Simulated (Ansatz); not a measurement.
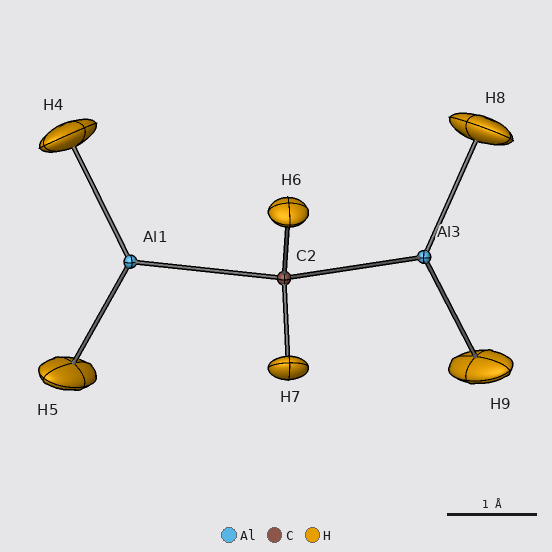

Displacement ellipsoids at the 50 % level, from the internal vibrations of the free molecule (harmonic, no overall translation or rotation; no half-axis is drawn under 0.075 Å). Vibrations computed with RKS PBE0-D4/def2-TZVP (Ansatz 0.2.0). Temperature: 0 K (zero-point motion alone).

**Which atom moves most?**

H4, H5, H8, H9, with U_eq = 0.0432 Å².

**Does H4 move more along its bond or across it?**

Across it: the root-mean-square amplitude is 0.094 Å along the bond and up to 0.305 Å across, since bending and torsion are softer than stretching.

List U_eq and the three principal root-mean-square amplitudes for each kind of atom.

```
          atom  U_eq (Å²)   rms amplitudes (Å)
      Al1, Al3    0.00069  0.016, 0.016, 0.040
            C2     0.0025  0.038, 0.052, 0.059
H4, H5, H8, H9     0.0432  0.094, 0.167, 0.305
        H6, H7     0.0167  0.086, 0.145, 0.147
```
